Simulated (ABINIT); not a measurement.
# CdS (Hawleyite): RPA correlation energy against the basis

Wanted: RPA correlation energy of CdS (Hawleyite), with cost.

Method: PBE and many-body steps on it, plane waves, in ABINIT 10.8.3.

### Step 1. Set-up

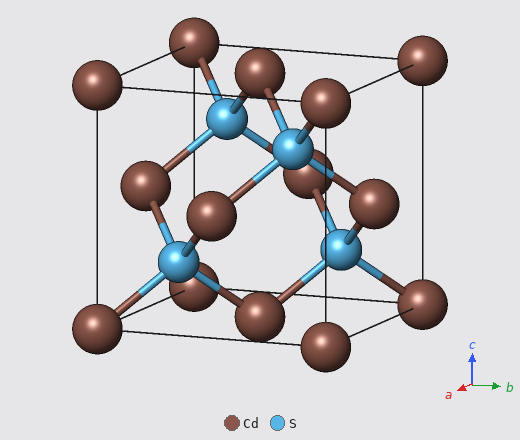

The cell as given, slightly off an axis (cadmium brown, sulfur blue). This picture shows the conventional cell, with its axes. Bonds to atoms that aren't drawn are left out. Some periodic images of atoms are drawn too.

The cell and positions come from the Crystallography Open Database and are kept as given unless a step says otherwise.

### Step 2. Empty states on the mesh, 4×4×4 mesh, 239 bands

This step: ABINIT 10.8.3; DFT, PBE, plane waves, norm-conserving pseudopotentials.

The sums over transitions need many empty states on a uniform mesh; this step solves for them.

run.abi

```
acell 3*1.0 Angstrom
rprim 
  -0.000000000000 2.916500000000 2.916500000000
  2.916500000000 -0.000000000000 2.916500000000
  2.916500000000 2.916500000000 -0.000000000000
ntypat 2
znucl 48 16
natom 2
typat 1 2
xred 
  0.000000000000 0.000000000000 0.000000000000
  0.250000000000 0.250000000000 0.250000000000
pp_dirpath "pseudos"
pseudos "Cd.upf, S.upf"
ecut 47
ngkpt 4 4 4
nshiftk 1
shiftk 0 0 0
kptopt 1
chksymbreak 0
iscf -2
irdden 1
istwfk *1
nband 239
nbdbuf 20
tolwfr 1e-09
nstep 60
prtvol 0
indata_prefix "in"
outdata_prefix "out"
tmpdata_prefix "tmp"
```

The run is started by

```
$ OMP_NUM_THREADS=1 mpirun -n 4 abinit run.abi > log
```

Numbers of over 12 decimals in the logs are rounded to 6 here.

The log of the run:

```text
.Version 10.8.3 of ABINIT. v10.8.2 released Aug 2026.

 Symmetries : space group F-4 3 m (#216); Bravais cF (face-center cubic)
[... echo of the input left out ...]
== DATASET  1 ==================================================================
-   mpi_nproc: 4, omp_nthreads: 1 (-1 if OMP is not activated)

--- !DatasetInfo
iteration_state: {dtset: 1, }
dimensions: {natom: 2, nkpt: 8, mband: 239, nsppol: 1, nspinor: 1, nspden: 1, mpw: 5180, }
cutoff_energies: {ecut:  47.0, pawecutdg:  -1.0, }
electrons: {nelect:   2.60000000E+01, charge:   0.00000000E+00, occopt:   1.00000000E+00, tsmear:   1.00000000E-02, }

 Real(R)+Recip(G) space primitive vectors, cartesian coordinates (Bohr,Bohr^-1):
 R(1)=  0.0000000  5.5113862  5.5113862  G(1)= -0.0907213  0.0907213  0.0907213
 R(2)=  5.5113862  0.0000000  5.5113862  G(2)=  0.0907213 -0.0907213  0.0907213
 R(3)=  5.5113862  5.5113862  0.0000000  G(3)=  0.0907213  0.0907213 -0.0907213
 Unit cell volume ucvol=  3.3482088E+02 bohr^3
 Angles (23,13,12)=  6.00000000E+01  6.00000000E+01  6.00000000E+01 degrees

 getcut: wavevector=  0.0000  0.0000  0.0000  ngfft=  50  50  50
         ecut(hartree)=     47.000   => boxcut(ratio)=   2.07948

--- Pseudopotential description ------------------------------------------------
- Cd Generated using ONCVPSP code by D. R. Hamann
- 48.00000  20.00000  171031                  znucl, zion, pspdat
12 -101130 2 -1 1368                          pspcod,pspxc,lmax,lloc,mmax
     nproj     2     2     2
  pspatm : epsatm=   23.16453630
         --- l  ekb(1:nproj) -->
             0   51.917189    3.534234
             1    8.636196    1.282240
             2    0.687672   -0.678465
 pspatm: atomic psp has been read  and splines computed

- S Generated using ONCVPSP code by D. R. Hamann
- 16.00000   6.00000  171031                  znucl, zion, pspdat
12 -101130 2 -1 1146                          pspcod,pspxc,lmax,lloc,mmax
     nproj     2     2     2
  pspatm : epsatm=    9.01821529
         --- l  ekb(1:nproj) -->
[...]
pspatm: atomic psp has been read  and splines computed

--------------------------------------------------------------------------------

================================================================================
 prteigrs : about to open file out_EIG
 Non-SCF case, kpt    1 (  0.00000  0.00000  0.00000), residuals and eigenvalues=
  9.25E-10  4.37E-10  3.46E-10  6.94E-10  3.25E-11  1.39E-10  1.53E-10  1.67E-10
  1.29E-10  1.58E-10  2.54E-10  2.85E-10  9.52E-10  3.21E-11  5.02E-11  7.05E-11
  1.06E-10  2.60E-10  5.73E-10  1.11E-10  1.53E-10  2.86E-10  3.39E-10  9.41E-10
[...]
4.37E-07  1.47E-05  7.57E-05  1.65E-04  2.08E-04  8.92E-04  2.21E-03
 -3.5644E+00 -2.1335E+00 -2.1335E+00 -2.1335E+00 -2.9393E-01 -1.2336E-01
 -1.2336E-01 -1.2336E-01 -1.0576E-01 -1.0576E-01  1.6045E-01  1.6045E-01
  1.6045E-01  2.0252E-01  4.0047E-01  4.0047E-01  4.0047E-01  5.7871E-01
[...]
5.5363E+00  5.5363E+00  5.5363E+00  5.5670E+00  5.5724E+00  5.5724E+00
  5.5724E+00  5.5881E+00  5.5881E+00  5.5881E+00  5.5929E+00  5.5929E+00
  5.5930E+00  5.6126E+00  5.6362E+00  5.6419E+00  5.6502E+00
 prteigrs : prtvol=0 or 1, do not print more k-points.

--- !ResultsGS
iteration_state: {dtset: 1, }
comment   : Summary of ground state results
lattice_vectors:
- [ -0.0000000,   5.5113862,   5.5113862, ]
- [  5.5113862,  -0.0000000,   5.5113862, ]
- [  5.5113862,   5.5113862,  -0.0000000, ]
lattice_lengths: [   7.79428,    7.79428,    7.79428, ]
lattice_angles: [ 60.000,  60.000,  60.000, ] # degrees, (23, 13, 12)
lattice_volume:   3.3482088E+02
convergence: {deltae:  0.000E+00, res2:  0.000E+00, residm:  9.932E-10, diffor:  0.000E+00, }
etotal    :  -1.86417562E+02
entropy   :   0.00000000E+00
fermie    :   1.60449132E-01
cartesian_stress_tensor: null
pressure_GPa: null
xred      :
- [  0.0000E+00,   0.0000E+00,   0.0000E+00, Cd]
- [  2.5000E-01,   2.5000E-01,   2.5000E-01,  S]
cartesian_forces: null
force_length_stats: {min: null, max: null, mean: null, }

 Integrated electronic density in atomic spheres:
 ------------------------------------------------
 Atom  Sphere_radius  Integrated_density
[...]
================================================================================

 ----iterations are completed or convergence reached----

 Mean square residual over all n,k,spin=   34.206E-11; max=  99.320E-11
 reduced coordinates (array xred) for    2 atoms
       0.000000000000      0.000000000000      0.000000000000
       0.250000000000      0.250000000000      0.250000000000

 cartesian coordinates (angstrom) at end:
    1      0.000000     0.000000     0.000000
    2      1.458250     1.458250     1.458250
 length scales=  1.889726125908  1.889726125908  1.889726125908 bohr
              =  1.000000000000  1.000000000000  1.000000000000 angstroms
 prteigrs : about to open file out_EIG
 Eigenvalues (hartree) for nkpt=   8  k points:
 kpt#   1, nband=239, wtk=  0.01563, kpt=  0.0000  0.0000  0.0000 (reduced coord)
[...]
5.47183    5.49913    5.49913    5.49913    5.51373    5.51373    5.53631    5.53631
   5.53631    5.56699    5.57236    5.57237    5.57237    5.58810    5.58810    5.58812
   5.59290    5.59293    5.59302    5.61256    5.63622    5.64187    5.65016
 prteigrs : prtvol=0 or 1, do not print more k-points.

== END DATASET(S) ==============================================================
================================================================================

 -outvars: echo values of variables after computation  --------
            nband         239
             nkpt           8
          spgroup         216
 [... the other variables as echoed above ...]

 Calculation completed.
```

Wall time 2.7 min (4 MPI ranks of Arm Neoverse V1, shared host); peak memory 0.49 GiB; 11 min of CPU time.

This step gave:

```
gap                                                           : 1.145 eV
k of the valence top                                          : 0, 0, 0
k of the conduction bottom                                    : 0, 0, 0
least direct gap                                              : 1.145 eV
k points computed                                             : 8
lowest point of the top converged band, above the valence top : 140.9580 eV
```

On this mesh the gap is 1.145 eV.

The density comes from a self-consistent run that is not shown.

### Step 3. RPA energy: 4×4×4 mesh, 47 bands, screening to 54.4 eV

The RPA dielectric matrix is built and inverted for each q.

This step: RPA screening on PBE, plane waves, norm-conserving pseudopotentials.

run.abi, as its differences from that of step 2:

```diff
@@ -20,10 +20,15 @@
 chksymbreak 0
-iscf -2
-irdden 1
 istwfk *1
-nband 239
-nbdbuf 20
-tolwfr 1e-09
-nstep 60
-prtvol 0
+occopt 1
+irdwfk 1
+optdriver 3
+nband 47
+ecuteps 2
+inclvkb 2
+awtr 1
+symchi 1
+gwcalctyp 1
+nfreqre 0
+nfreqim 8
+gwrpacorr 1
 indata_prefix "in"
```

The log of the run:

```text
.Version 10.8.3 of ABINIT. v10.8.2 released Aug 2026.

 Symmetries : space group F-4 3 m (#216); Bravais cF (face-center cubic)
[... echo of the input left out ...]
== DATASET  1 ==================================================================
-   mpi_nproc: 4, omp_nthreads: 1 (-1 if OMP is not activated)

--- !DatasetInfo
iteration_state: {dtset: 1, }
dimensions: {natom: 2, nkpt: 8, mband: 47, nsppol: 1, nspinor: 1, nspden: 1, mpw: 5180, }
cutoff_energies: {ecut:  47.0, pawecutdg:  -1.0, }
electrons: {nelect:   2.60000000E+01, charge:   0.00000000E+00, occopt:   1.00000000E+00, tsmear:   1.00000000E-02, }

 SCREENING: Calculation of the susceptibility and dielectric matrices

 Based on a program developped by R.W. Godby, V. Olevano, G. Onida, and L. Reining.
 Incorporated in ABINIT by V. Olevano, G.-M. Rignanese, and M. Torrent.
.Using double precision arithmetic ; gwpc =  8

[... cell and pseudopotentials left out ...]
--------------------------------------------------------------------------------

 ==== K-mesh for the wavefunctions ====
 Number of points in the irreducible wedge :     8
[... list of points left out ...]
 Together with 24 symmetry operations and time-reversal symmetry
 yields    64 points in the full Brillouin Zone.

 ==== Q-mesh for the screening function ====
 Number of points in the irreducible wedge :     8
[... list of points left out ...]
 Together with 24 symmetry operations and time-reversal symmetry
 yields    64 points in the full Brillouin Zone.

 setmesh: FFT mesh size selected  =    30x   30x   30
          total number of points  =        27000

 vcoul_init : cutoff-mode = AUXILIARY_FUNCTION
 q-points for optical limit:   1
     1)      0.000010    0.000020    0.000030

- screening: taking advantage of time-reversal symmetry
- Maximum band index for partially occupied states nbvw = 13
- Remaining bands to be divided among processors   nbcw = 34
- Number of bands treated by each node ~8

 Number of electrons calculated from density =   26.0000; Expected =   26.0000
 average of density, n =  0.077653
 r_s =    1.4541
 omega_plasma =   26.8804 [eV]

 calculating chi0 at frequencies [eV] :
  1    0.000000E+00    0.000000E+00
  2    0.000000E+00    1.343289E+03
  3    0.000000E+00    2.404413E+02
[...]
8    0.000000E+00    3.079585E+00
  9    0.000000E+00    5.512287E-01

--------------------------------------------------------------------------------
  q-point number  1        q = ( 0.000000, 0.000000, 0.000000) [r.l.u.]
--------------------------------------------------------------------------------
[... chi0 elements left out ...]
  [... further frequencies ...]

 For q-point:  0.000010 0.000020 0.000030
  dielectric constant =  11.0926
  dielectric constant without local fields =  11.7271

  Average fulfillment of the sum rule on Im[epsilon] for q-point    1 :     36.16  [%]
[... wings left out ...]
  q-point number  2        q = ( 0.250000, 0.000000, 0.000000) [r.l.u.]
--------------------------------------------------------------------------------
[... chi0 elements left out ...]
  [... further frequencies ...]

  Average fulfillment of the sum rule on Im[epsilon] for q-point    2 :     50.47  [%]

 [... 6 further q-points ...]
```

The job ended after 13 s (4 MPI ranks; peak memory 0.7 GiB; 50 s of CPU time).

Numbers from this step:

| Quantity | Value |
| --- | --- |
| ε∞ with local fields, on this mesh, along the program's q direction | 11.09 |
| the same without local fields | 11.73 |
| plasma frequency | 26.88 eV |
| plane waves in the screening matrix | 59 |
| RPA correlation energy | -10.96 eV |

Local fields lower ε∞ by 5 %. On a Γ-centred mesh this coarse the value itself is usually too large, while a short band sum pulls it down.

### Step 4. RPA energy: 4×4×4 mesh, 86 bands, screening to 89.8 eV

run.abi, as its differences from that of step 3:

```diff
@@ -24,4 +24,4 @@
 optdriver 3
-nband 47
-ecuteps 2
+nband 86
+ecuteps 3.3
 inclvkb 2
```

The log of the run:

```text
.Version 10.8.3 of ABINIT. v10.8.2 released Aug 2026.

 Symmetries : space group F-4 3 m (#216); Bravais cF (face-center cubic)
[... echo of the input left out ...]
== DATASET  1 ==================================================================
-   mpi_nproc: 4, omp_nthreads: 1 (-1 if OMP is not activated)

--- !DatasetInfo
iteration_state: {dtset: 1, }
dimensions: {natom: 2, nkpt: 8, mband: 86, nsppol: 1, nspinor: 1, nspden: 1, mpw: 5180, }
cutoff_energies: {ecut:  47.0, pawecutdg:  -1.0, }
electrons: {nelect:   2.60000000E+01, charge:   0.00000000E+00, occopt:   1.00000000E+00, tsmear:   1.00000000E-02, }

 SCREENING: Calculation of the susceptibility and dielectric matrices

 Based on a program developped by R.W. Godby, V. Olevano, G. Onida, and L. Reining.
 Incorporated in ABINIT by V. Olevano, G.-M. Rignanese, and M. Torrent.
.Using double precision arithmetic ; gwpc =  8

[... cell and pseudopotentials left out ...]
--------------------------------------------------------------------------------

 ==== K-mesh for the wavefunctions ====
 Number of points in the irreducible wedge :     8
[...]
- Number of bands treated by each node ~18

 Number of electrons calculated from density =   26.0000; Expected =   26.0000
 average of density, n =  0.077653
 r_s =    1.4541
 omega_plasma =   26.8804 [eV]

 calculating chi0 at frequencies [eV] :
  1    0.000000E+00    0.000000E+00
  2    0.000000E+00    1.343289E+03
  3    0.000000E+00    2.404413E+02
[...]
8    0.000000E+00    3.079585E+00
  9    0.000000E+00    5.512287E-01

--------------------------------------------------------------------------------
  q-point number  1        q = ( 0.000000, 0.000000, 0.000000) [r.l.u.]
--------------------------------------------------------------------------------
[... chi0 elements left out ...]
  [... further frequencies ...]

 For q-point:  0.000010 0.000020 0.000030
  dielectric constant =  11.0873
  dielectric constant without local fields =  11.7703

  Average fulfillment of the sum rule on Im[epsilon] for q-point    1 :     57.32  [%]
[... wings left out ...]
  q-point number  2        q = ( 0.250000, 0.000000, 0.000000) [r.l.u.]
--------------------------------------------------------------------------------
[... chi0 elements left out ...]
  [... further frequencies ...]

  Average fulfillment of the sum rule on Im[epsilon] for q-point    2 :     70.65  [%]

 [... 6 further q-points ...]
```

It took 31 s on 4 MPI ranks; peak memory 0.95 GiB; 2.1 min of CPU time.

Numbers from this step:

- ε∞ with local fields, on this mesh, along the program's q direction: 11.09
- the same without local fields: 11.77
- plasma frequency: 26.88 eV
- plane waves in the screening matrix: 113
- RPA correlation energy: -16.69 eV

### Step 5. RPA energy: 4×4×4 mesh, 147 bands, screening to 136.1 eV

run.abi, as its differences from that of step 4:

```diff
@@ -24,4 +24,4 @@
 optdriver 3
-nband 86
-ecuteps 3.3
+nband 147
+ecuteps 5
 inclvkb 2
```

The log of the run:

```text
.Version 10.8.3 of ABINIT. v10.8.2 released Aug 2026.

 Symmetries : space group F-4 3 m (#216); Bravais cF (face-center cubic)
[... echo of the input left out ...]
== DATASET  1 ==================================================================
-   mpi_nproc: 4, omp_nthreads: 1 (-1 if OMP is not activated)

--- !DatasetInfo
iteration_state: {dtset: 1, }
dimensions: {natom: 2, nkpt: 8, mband: 147, nsppol: 1, nspinor: 1, nspden: 1, mpw: 5180, }
cutoff_energies: {ecut:  47.0, pawecutdg:  -1.0, }
[...]
[... chi0 elements left out ...]
  [... further frequencies ...]

 For q-point:  0.000010 0.000020 0.000030
  dielectric constant =  11.0788
  dielectric constant without local fields =  11.7795

  Average fulfillment of the sum rule on Im[epsilon] for q-point    1 :     73.49  [%]
[... wings left out ...]
  q-point number  2        q = ( 0.250000, 0.000000, 0.000000) [r.l.u.]
--------------------------------------------------------------------------------
[... chi0 elements left out ...]
  [... further frequencies ...]

  Average fulfillment of the sum rule on Im[epsilon] for q-point    2 :     83.00  [%]

 [... 6 further q-points ...]
```

Wall time 66 s (4 MPI ranks); peak memory 1.2 GiB.

Numbers from this step:

| Quantity | Value |
| --- | --- |
| ε∞ with local fields, on this mesh, along the program's q direction | 11.08 |
| the same without local fields | 11.78 |
| plasma frequency | 26.88 eV |
| plane waves in the screening matrix | 169 |
| RPA correlation energy | -21.73 eV |

### Step 6. RPA energy: 4×4×4 mesh, 219 bands, screening to 179.6 eV

run.abi, as its differences from that of step 5:

```diff
@@ -24,4 +24,4 @@
 optdriver 3
-nband 147
-ecuteps 5
+nband 219
+ecuteps 6.6
 inclvkb 2
```

The log of the run:

```text
.Version 10.8.3 of ABINIT. v10.8.2 released Aug 2026.

 Symmetries : space group F-4 3 m (#216); Bravais cF (face-center cubic)
[... echo of the input left out ...]
== DATASET  1 ==================================================================
-   mpi_nproc: 4, omp_nthreads: 1 (-1 if OMP is not activated)

--- !DatasetInfo
iteration_state: {dtset: 1, }
dimensions: {natom: 2, nkpt: 8, mband: 219, nsppol: 1, nspinor: 1, nspden: 1, mpw: 5180, }
cutoff_energies: {ecut:  47.0, pawecutdg:  -1.0, }
[...]
[... chi0 elements left out ...]
  [... further frequencies ...]

 For q-point:  0.000010 0.000020 0.000030
  dielectric constant =  11.0719
  dielectric constant without local fields =  11.7812

  Average fulfillment of the sum rule on Im[epsilon] for q-point    1 :     82.03  [%]
[... wings left out ...]
  q-point number  2        q = ( 0.250000, 0.000000, 0.000000) [r.l.u.]
--------------------------------------------------------------------------------
[... chi0 elements left out ...]
  [... further frequencies ...]

  Average fulfillment of the sum rule on Im[epsilon] for q-point    2 :     88.77  [%]

 [... 6 further q-points ...]
```

Wall time 3.7 min (4 MPI ranks); peak memory 2.1 GiB.

Numbers from this step:

- ε∞ with local fields, on this mesh, along the program's q direction: 11.07
- the same without local fields: 11.78
- plasma frequency: 26.88 eV
- plane waves in the screening matrix: 283
- RPA correlation energy: -25.67 eV

### Step 7. RPA energy: 4×4×4 mesh, 86 bands, screening to 136.1 eV, 14 frequencies

run.abi, as its differences from that of step 6:

```diff
@@ -24,4 +24,4 @@
 optdriver 3
-nband 219
-ecuteps 6.6
+nband 86
+ecuteps 5
 inclvkb 2
@@ -31,3 +31,3 @@
 nfreqre 0
-nfreqim 8
+nfreqim 14
 gwrpacorr 1
```

The log of the run:

```text
.Version 10.8.3 of ABINIT. v10.8.2 released Aug 2026.

 Symmetries : space group F-4 3 m (#216); Bravais cF (face-center cubic)
[... echo of the input left out ...]
== DATASET  1 ==================================================================
-   mpi_nproc: 4, omp_nthreads: 1 (-1 if OMP is not activated)

--- !DatasetInfo
iteration_state: {dtset: 1, }
dimensions: {natom: 2, nkpt: 8, mband: 86, nsppol: 1, nspinor: 1, nspden: 1, mpw: 5180, }
cutoff_energies: {ecut:  47.0, pawecutdg:  -1.0, }
[...]
[... chi0 elements left out ...]
  [... further frequencies ...]

 For q-point:  0.000010 0.000020 0.000030
  dielectric constant =  11.0702
  dielectric constant without local fields =  11.7703

  Average fulfillment of the sum rule on Im[epsilon] for q-point    1 :     56.49  [%]
[... wings left out ...]
  q-point number  2        q = ( 0.250000, 0.000000, 0.000000) [r.l.u.]
--------------------------------------------------------------------------------
[... chi0 elements left out ...]
  [... further frequencies ...]

  Average fulfillment of the sum rule on Im[epsilon] for q-point    2 :     70.27  [%]

 [... 6 further q-points ...]
```

The job ended after 52 s (4 MPI ranks; peak memory 0.97 GiB).

Numbers from this step:

- ε∞ with local fields, on this mesh, along the program's q direction: 11.07
- the same without local fields: 11.77
- plasma frequency: 26.88 eV
- plane waves in the screening matrix: 169
- RPA correlation energy: -17.46 eV

### Step 8. The rungs together

Times are wall times on 4 MPI ranks of Arm Neoverse V1, shared host, good to a factor of about two.

```tsv
bands	cutoff (eV)	plane waves	frequencies	E_c (eV/atom)	time
47	54.4	59	8	-5.479	13 s
86	89.8	113	8	-8.345	31 s
147	136.1	169	8	-10.864	66 s
219	179.6	283	8	-12.837	3.7 min
86	136.1	169	14	-8.729	52 s
```

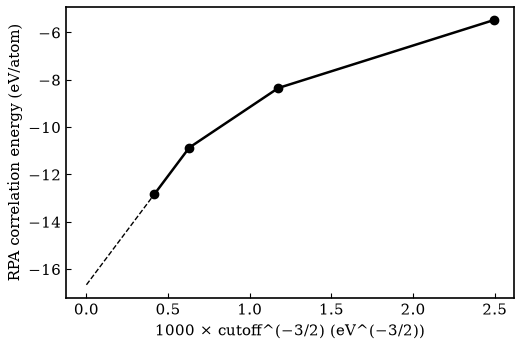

Correlation energy against the cutoff to the power −3/2; dashed, the line to the limit.

### Step 9. Results

```json
{
 "4×4×4 mesh, 47 bands, screening to 54.4 eV": "-5.479 eV/atom",
 "4×4×4 mesh, 86 bands, screening to 89.8 eV": "-8.345 eV/atom",
 "4×4×4 mesh, 147 bands, screening to 136.1 eV": "-10.864 eV/atom",
 "4×4×4 mesh, 219 bands, screening to 179.6 eV": "-12.837 eV/atom",
 "limit by the two highest rungs": "-16.66 eV/atom"
}
```

Rows off the diagonal of bands and cutoff are checks and stay out of the ladder. The energy is still falling: −1.973 eV/atom over the last rung. A line in cutoff^(−3/2) puts the limit near -16.66 eV/atom, 30 % beyond the top rung; the pair below gives -13.77, so the estimate is rough. The value holds the valence electrons of these pseudopotentials alone, on one mesh; differences between structures converge far faster than the total.

[Paths, hosts, dates, memory and timing lines, banners, echoed tables and standing remarks are left out of the program output.]

[Logs are printed without paths, hosts, clocks, repeated set-up lines and the standing remarks that a program may print on its own settings, such as how far it seeks lower states.]

[Runs of the session that timed out or met a known fault of the program may be left out.]

[Hosts, paths, dates, database ids (printed as entryN), source tags and the programs' standing remarks are cut or masked in the printed files.]

[G0W0 gaps are taken among the corrected bands and points alone; a level outside them can change the order at an edge.]

[Where Ansatz stands beside ABINIT at settings called matched, ABINIT's density can come from a denser mesh and the files from another edition; pairs whose starting gaps differed by over 0.03 eV were left out, so agreement reads better than it is.]
